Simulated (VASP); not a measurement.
Here is the system:

```
CELL_PARAMETERS angstrom
      0.00000     2.27512     2.27512
      2.27512     0.00000     2.27512
      2.27512     2.27512     0.00000
ATOMIC_POSITIONS crystal
  Na 0.00000 0.00000 0.00000
  F  0.50000 0.50000 0.50000
```

Method: r2SCAN+rVV10, VASP's PBE PAW potentials (set 64) (plane waves; VASP 6.6.1). Settings: 520 eV cut-off, 11×11×11 Γ-centred mesh, tetrahedra with Blöchl corrections, potentials Na_pv F.

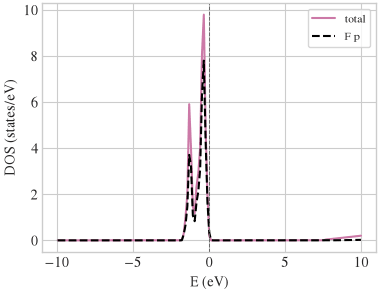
*Total and projected density of states, zero at the valence-band maximum*

Within 2 eV below the valence-band maximum the largest weight inside VASP's projection spheres is F p.

The gap is direct, 7.41 eV, from the valence maximum at Γ to the conduction minimum at Γ.

The structure comes from a measured NaF entry (Fm-3m) of the Crystallography Open Database, whose conditions weren't checked. It was relaxed first, which changed the volume by -5 %.
